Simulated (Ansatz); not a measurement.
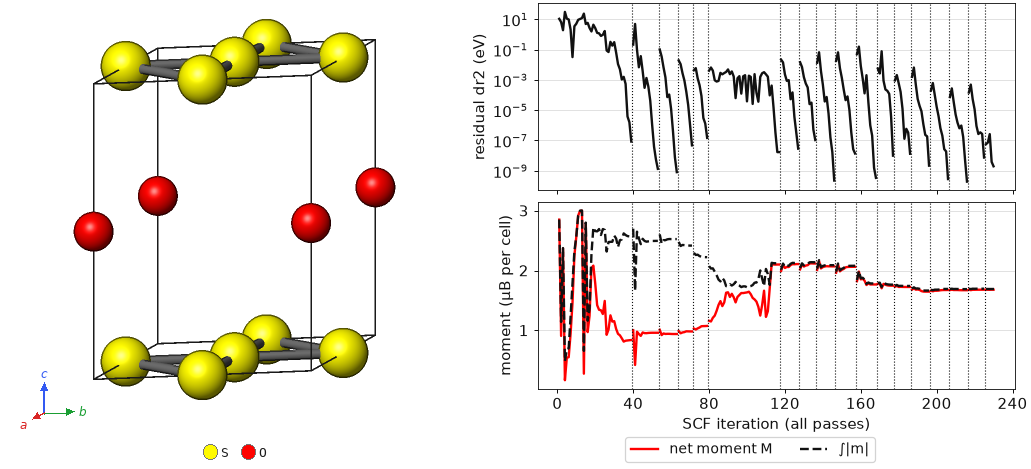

Beside the plot: the structure in its conventional cell.

The plot shows the SCF iterations of a calculation: density residual dr2, magnetic moments. Each stretch between dotted lines is the SCF of one geometry step of a relaxation. The run starts from the density of an earlier run. dr2 is the charge part; the magnetisation has a residual of its own. Passes 16 and 18 re-solve the same geometry on a plane-wave basis chosen afresh for the new cell.

Program: Ansatz.

```
crystal:
  lattice:
    - [4.38169572, 0.0, 0.0]
    - [-2.19084786, 3.79465981, 0.0]
    - [0.0, 0.0, 5.87575923]
  atoms:
    - { symbol: S, position: [0.5, 0.0, 0.0] }
    - { symbol: S, position: [0.0, 0.5, 0.0] }
    - { symbol: S, position: [0.5, 0.5, 0.0] }
    - { symbol: O, position: [0.0, 0.0, 0.5], spin: 1.0 }
basis:
  ecutwfc: 420
kpoints:
  mp_grid: { grid: [6, 6, 4] }
hamiltonian:
  xc: pbe
  dispersion: d3bj
scf:
  occupations: { method: gaussian, width: 0.1 }
  lower_state_search: "off"
output:
  forces: true
  stress: true
  eigenvalues: true
  populations: true
magnetization:
  spin_polarized: true
relax:
  adjacent_minimum: "off"
  f_tol: 0.04
  max_steps: 70
  cell: { stress_tol: 0.4 }
```

Run as:
```bash
ansatz run input.yaml --threads 1 --pin off --max-ram 2560MiB --backend cpu --events-out ev --progress --plain --runs-dir out
```

**Did the calculation converge?**

The run converged; it took 230 iterations in all. There are 18 passes, of 5 to 39 iterations. In pass 1 (steps counted along the axis), the residual falls unevenly and jumps up by a factor of two or more 4 times on the way down, most sharply at step 9 (by a factor of about 100). After iteration 111 the program gave up density mixing and went on by direct minimisation of the free energy. The program keeps the magnetisation out of the quasi-Newton mixer until iteration 13 and then restarts the mixer with it. The state reached needn't be the lowest one. The relaxation met its thresholds.

**What happens to the magnetisation?**

The net moment goes from 2.9 to 1.7 μB per cell, with excursions between 0.2 and 3.0 on the way. ∫|m| ends at 1.7 μB.
